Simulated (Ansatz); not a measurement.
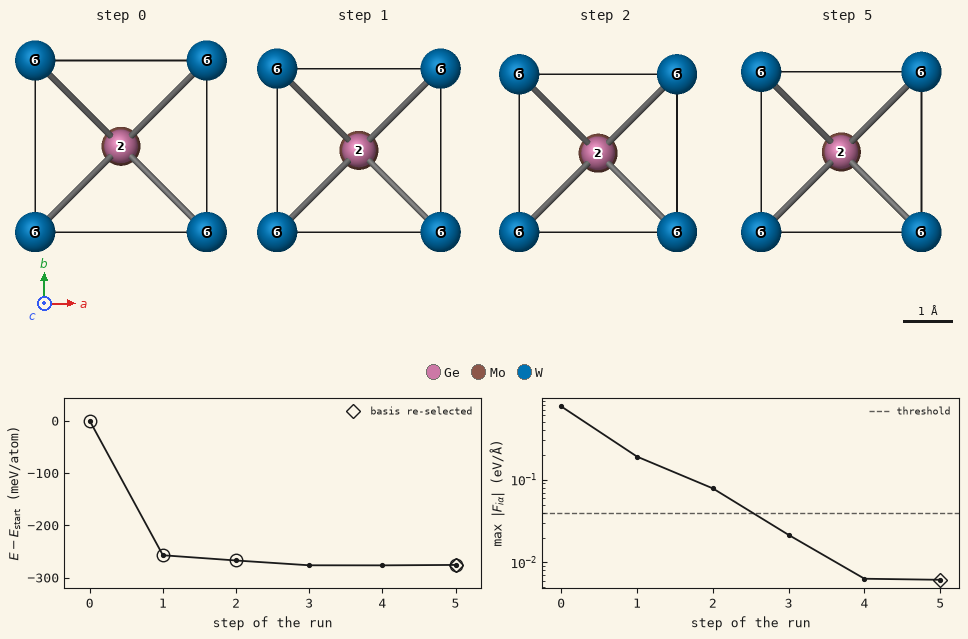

Frames of a relaxation of a crystal of Ge$_{4}$MoW (a generated structure, set up in P4/mmm) (coarse preliminary run), marked on the history of the run. A ball-and-stick model of the cell of the calculation, seen along the c axis.

Level of theory: DFT PBE, scalar-relativistic, plane waves, PAW in Ansatz. Set-up: plane-wave cutoff 420 eV; k-point mesh 6 × 6 × 2; occupations gaussian; smearing width 0.1 eV; no spin polarisation; cell and atoms relaxed; force threshold 0.04 eV/Å; at most 70 steps.

What happens along the run?

Answer. The largest moves relative to the cell, 0.045 Å, are those of Ge atoms. Mo and W stay in place. Cell: a = b 3.572 → 3.336 Å (−6.6 %), c 8.814 → 8.315 Å (−5.7 %). Volume −17.7 %. Some distances before and after: Ge–Ge 2.939 → 2.682 Å, Ge–Ge 2.939 → 2.710 Å, Ge–Mo 2.922 → 2.713 Å, Ge–W 2.922 → 2.721 Å. The space group stays P4/mmm (No. 123). The energy falls by 276 meV per atom in 4 accepted moves (5 points after the start). Largest force component: 0.77 eV/Å at the start, 0.0062 eV/Å at the end. Pressure: −20.87 GPa at the start and −0.05 GPa at the end. At 1 point the geometry stayed and the basis and grid were re-selected for the new cell (energy shift of 0.8 meV per atom at most each time). From step 0 to 1: Ge atoms move most (0.05 Å), volume −13.7 %, energy −257 meV per atom. From step 1 to 2: Ge atoms move most (0.03 Å), volume −7.3 %, energy −10.0 meV per atom. From step 2 to 5: volume +2.8 %, energy −8.5 meV per atom.

```tsv
step	E − E(0), meV/atom	largest force component, eV/Å	pressure, GPa	volume, Å³/atom	note
0	0.00	0.7696	-20.87	18.743	
1	-257.01	0.1902	-6.98	16.179	
2	-267.03	0.0785	4.95	15.000	
3	-276.21	0.0215	-0.33	15.453	
4	-276.33	0.0063	-0.05	15.425	
5	-275.50	0.0062	-0.05	15.425	same geometry, new basis
```
